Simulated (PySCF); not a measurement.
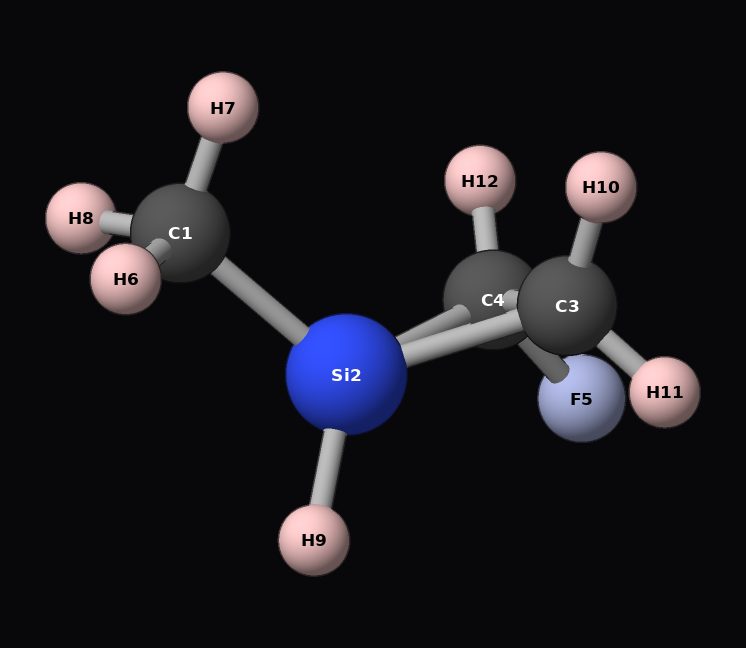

Geometry: a frame of a GFN2-xTB molecular-dynamics simulation, not a minimum. Properties computed with GIAO PBE0/pcSseg-1 NMR shielding, non-relativistic, gas phase (PySCF 2.14.0). Principal shieldings σ11 ≤ σ22 ≤ σ33, span Ω = σ33 − σ11, skew κ = 3(σiso − σ22)/Ω.

Give the shielding tensors of the F atoms.

```json
{"atom": "F5", "σ11": "334.5", "σ22": "412.4", "σ33": "457.3", "σiso": "401.4", "Ω": "122.8", "κ": "−0.27"}
```

Shieldings and span in ppm.
